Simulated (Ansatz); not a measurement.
# C₃H₈BCl₂N: small, medium and large basis sets

How large a basis does C₃H₈BCl₂N need? Two functionals are run in growing sets.

Program: Ansatz 0.2.0, Gaussian basis. Level of theory: one geometry, several basis sets. These are calculated values, not measurements.

The runs, in order: PBE0-D4/def2-SVP; ωB97M-V/def2-SVP; PBE0-D4/def2-QZVPP; ωB97M-V/def2-QZVPP; the functionals' def2-TZVPP values are taken from earlier runs.

## (1) Structure used throughout

The geometry comes from an earlier relaxation with PBE0-D4 in a triple-zeta def2 set; it is a stationary point, not always the lowest conformer.

SMILES `CCN(C)B(Cl)Cl`, 15 atoms, charge 0, spin multiplicity 1.

Atoms are counted from 1 here; the program's logs count them from 0.

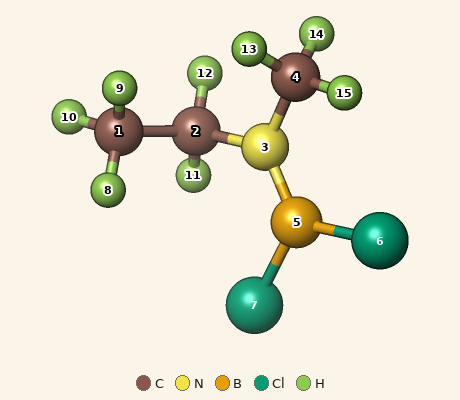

The geometry (carbon brown, nitrogen yellow, boron amber, chlorine teal, hydrogen green); atoms are numbered from 1 in the order of the file.

## (2) PBE0-D4 in def2-SVP

in.yaml reads:

```yaml
crystal:
  periodic: [false, false, false]
  atoms:
    - {symbol: C, position_ang: [-0.626929, -0.334259, 1.697682]}
    - {symbol: C, position_ang: [-0.080251, -0.936995, 0.416376]}
    - {symbol: N, position_ang: [0.327469, 0.070252, -0.556410]}
    - {symbol: C, position_ang: [-0.763546, 0.561926, -1.371996]}
    - {symbol: B, position_ang: [1.630614, 0.535715, -0.651745]}
    - {symbol: Cl, position_ang: [2.105694, 1.768391, -1.827274]}
    - {symbol: Cl, position_ang: [2.904321, -0.081839, 0.410117]}
    - {symbol: H, position_ang: [0.144747, 0.249593, 2.203138]}
    - {symbol: H, position_ang: [-1.480541, 0.319560, 1.505618]}
    - {symbol: H, position_ang: [-0.957875, -1.123372, 2.376695]}
    - {symbol: H, position_ang: [0.774804, -1.573382, 0.642524]}
    - {symbol: H, position_ang: [-0.836441, -1.570808, -0.058510]}
    - {symbol: H, position_ang: [-1.566637, 0.959263, -0.744189]}
    - {symbol: H, position_ang: [-1.177576, -0.248516, -1.980730]}
    - {symbol: H, position_ang: [-0.419752, 1.353871, -2.031995]}
basis:
  gaussian: {orbitals: def2-SVP}
hamiltonian: {xc: pbe0, dispersion: d4}
output: {orbitals: {seedname: orbitals}}
```

Command:

```
$ ansatz run in.yaml --threads 4 --pin off --events-out ev --progress --plain --max-ram 11315MiB
```

What it wrote:

```text
Functional definition: PBE0
  name "PBE0"
  cite "Adamo & Barone, J. Chem. Phys. 110, 6158 (1999) doi:10.1063/1.478522"
  cite "Perdew, Burke & Ernzerhof, Phys. Rev. Lett. 77, 3865 (1996) doi:10.1103/PhysRevLett.77.3865"
  parent pbe
  parameter a = 0.25
  parameter kappa = 0.804
  parameter beta = 0.06672455060314922
  exchange = (1 - a)*pbe_x(kappa = kappa, mu = beta*pi^2/3) + a*exact_x
  correlation = pbe_c(beta = beta)
1690 factors; their error is unknown
mean field evaluation 1: about -30423.3075 eV, gradient 5.3e1 eV
mean field evaluation 2: about -30417.0277 eV, gradient 7.4e1 eV
mean field evaluation 4: about -30430.2686 eV, gradient 3.0e0 eV
mean field evaluation 8: about -30430.2851 eV, gradient 5.8e-2 eV
mean field evaluation 16: about -30430.3625 eV, gradient 4.2e-5 eV
mean field -30430.36254837 eV, -1118.2951972121 hartree, gradient 4.2e-5 eV, S^2 0.000000; 0 other end points of the search recorded, 0 dependent functions left out
reference -30430.36257640 eV, -1118.2951982421 hartree; 36, 36 occupied and 110, 110 virtual orbitals, 1690 factors
Total energy: -30430.71426207 eV, -1118.3081224519 hartree
```

It took 2.4 s on 4 threads of Arm Neoverse V2, shared host.

## (3) ωB97M-V in def2-SVP

in.yaml: that of step 2 with these lines changed.

```diff
@@ -20,3 +20,3 @@
   gaussian: {orbitals: def2-SVP}
-hamiltonian: {xc: pbe0, dispersion: d4}
+hamiltonian: {xc: {name: wB97M-V}}
 output: {orbitals: {seedname: orbitals}}
```

Launched as before.

What it wrote (excerpt; [...] marks lines left out):

```text
Functional definition: wB97M-V
  name "wB97M-V"
  cite "Mardirossian & Head-Gordon, J. Chem. Phys. 144, 214110 (2016) doi:10.1063/1.4952647"
  cite "Becke, J. Chem. Phys. 107, 8554 (1997) doi:10.1063/1.475007"
  cite "Vydrov & Van Voorhis, J. Chem. Phys. 133, 244103 (2010) doi:10.1063/1.3521275"
  # Of w^i u^j: cxij and so on, Table III.
[...]
  gx(w, u) = 1 - cx + cx01*u + cx10*w
  gss(w, u) = css00 + css04*u^4 + css10*w + css20*w^2 + css43*w^4*u^3
  gos(w, u) = cos00 + cos10*w + (cos20 + cos21*u)*w^2 + (cos60 + cos61*u)*w^6
[...]
      + integral(e_c_pw_mod_opposite_spin*gos(b97_w_opposite, b97_u_opposite)) + vv10(b, c)
1676 factors; their error is unknown
388 factors; integrals over basis functions are off by at most 7.2e-6 eV
[...]
mean field -30441.21505944 eV, -1118.6940196378 hartree, gradient 2.3e-5 eV, S^2 0.000000; 0 other end points of the search recorded, 0 dependent functions left out
reference -30441.21510252 eV, -1118.6940212208 hartree; 36, 36 occupied and 110, 110 virtual orbitals, 1676 factors
Total energy: -30441.21510252 eV, -1118.6940212208 hartree
```

Run time: 9 s. Hardware: 4 threads of Arm Neoverse V2, shared host.

## (4) PBE0-D4 in def2-QZVPP

in.yaml: that of step 3 with these lines changed.

```diff
@@ -19,4 +19,4 @@
 basis:
-  gaussian: {orbitals: def2-SVP}
-hamiltonian: {xc: {name: wB97M-V}}
+  gaussian: {orbitals: "def2-QZVPP.json"}
+hamiltonian: {xc: pbe0, dispersion: d4}
 output: {orbitals: {seedname: orbitals}}
```

The command is unchanged.

What it wrote:

```text
Functional definition: PBE0
  name "PBE0"
  cite "Adamo & Barone, J. Chem. Phys. 110, 6158 (1999) doi:10.1063/1.478522"
  cite "Perdew, Burke & Ernzerhof, Phys. Rev. Lett. 77, 3865 (1996) doi:10.1103/PhysRevLett.77.3865"
  parent pbe
  parameter a = 0.25
  parameter kappa = 0.804
  parameter beta = 0.06672455060314922
  exchange = (1 - a)*pbe_x(kappa = kappa, mu = beta*pi^2/3) + a*exact_x
  correlation = pbe_c(beta = beta)
2125 factors; their error is unknown
mean field evaluation 1: about -30433.6636 eV, gradient 7.3e1 eV
mean field evaluation 2: about -30417.0698 eV, gradient 1.1e2 eV
mean field evaluation 4: about -30445.6131 eV, gradient 6.0e0 eV
mean field evaluation 8: about -30445.6793 eV, gradient 8.7e-2 eV
mean field evaluation 16: about -30445.7060 eV, gradient 2.2e-4 eV
mean field -30445.70600823 eV, -1118.8590589617 hartree, gradient 4.6e-5 eV, S^2 0.000000; 0 other end points of the search recorded, 0 dependent functions left out
reference -30445.70605104 eV, -1118.8590605350 hartree; 36, 36 occupied and 629, 629 virtual orbitals, 2125 factors
Total energy: -30446.05773671 eV, -1118.8719847448 hartree
```

Wall time 26 s (4 threads of Arm Neoverse V2, shared host); peak memory 3.5 GiB.

## (5) ωB97M-V in def2-QZVPP

in.yaml: that of step 4 with these lines changed.

```diff
@@ -20,3 +20,3 @@
   gaussian: {orbitals: "def2-QZVPP.json"}
-hamiltonian: {xc: pbe0, dispersion: d4}
+hamiltonian: {xc: {name: wB97M-V}}
 output: {orbitals: {seedname: orbitals}}
```

Launched as before.

What it wrote (excerpt; [...] marks lines left out):

```text
Functional definition: wB97M-V
  name "wB97M-V"
  cite "Mardirossian & Head-Gordon, J. Chem. Phys. 144, 214110 (2016) doi:10.1063/1.4952647"
  cite "Becke, J. Chem. Phys. 107, 8554 (1997) doi:10.1063/1.475007"
  cite "Vydrov & Van Voorhis, J. Chem. Phys. 133, 244103 (2010) doi:10.1063/1.3521275"
  # Of w^i u^j: cxij and so on, Table III.
[...]
  gx(w, u) = 1 - cx + cx01*u + cx10*w
  gss(w, u) = css00 + css04*u^4 + css10*w + css20*w^2 + css43*w^4*u^3
  gos(w, u) = cos00 + cos10*w + (cos20 + cos21*u)*w^2 + (cos60 + cos61*u)*w^6
[...]
      + integral(e_c_pw_mod_opposite_spin*gos(b97_w_opposite, b97_u_opposite)) + vv10(b, c)
2093 factors; their error is unknown
505 factors; integrals over basis functions are off by at most 1.1e-5 eV
[...]
mean field -30456.70970027 eV, -1119.2634371858 hartree, gradient 4.6e-5 eV, S^2 0.000000; 0 other end points of the search recorded, 0 dependent functions left out
reference -30456.70976720 eV, -1119.2634396453 hartree; 36, 36 occupied and 629, 629 virtual orbitals, 2093 factors
Total energy: -30456.70976720 eV, -1119.2634396453 hartree
```

Wall time 49 s (4 threads of Arm Neoverse V2, shared host); peak memory 4.2 GiB.

## (6) Density functionals: the series

The def2-TZVPP values come from earlier runs at the same geometry.

| functional | basis | functions | energy (eV) | from the largest (eV) | HOMO (eV) | LUMO (eV) |
| --- | --- | --- | --- | --- | --- | --- |
| PBE0-D4 | def2-SVP | 146 | -30430.7143 | 15.343 | -7.38 | 0.58 |
| PBE0-D4 | def2-TZVPP | 351 | -30445.0240 | 1.034 | -7.48 | 0.25 |
| PBE0-D4 | def2-QZVPP | 665 | -30446.0577 | 0.000 | -7.50 | 0.14 |
| ωB97M-V | def2-SVP | 146 | -30441.2151 | 15.495 | -9.60 | 2.67 |
| ωB97M-V | def2-TZVPP | 351 | -30455.7220 | 0.988 | -9.72 | 2.20 |
| ωB97M-V | def2-QZVPP | 665 | -30456.7098 | 0.000 | -9.74 | 1.59 |

## (7) Summary of results

| quantity | value |
| --- | --- |
| PBE0-D4: double and triple zeta above quadruple | 15.34, 1.03 eV |
| ωB97M-V: double and triple zeta above quadruple | 15.49, 0.99 eV |

What this shows: For PBE0-D4 the step from double to triple zeta gains 14.31 eV and the next only 1.03 eV. Total energies overstate the basis error of differences, where much of it tends to cancel. The LUMO of ωB97M-V is positive and keeps falling with the basis (2.67 to 1.59 eV): an unbound level that the basis holds in place.

For PBE0-D4 the largest set took about 11 times as long as the smallest (26 s against 2.4 s).
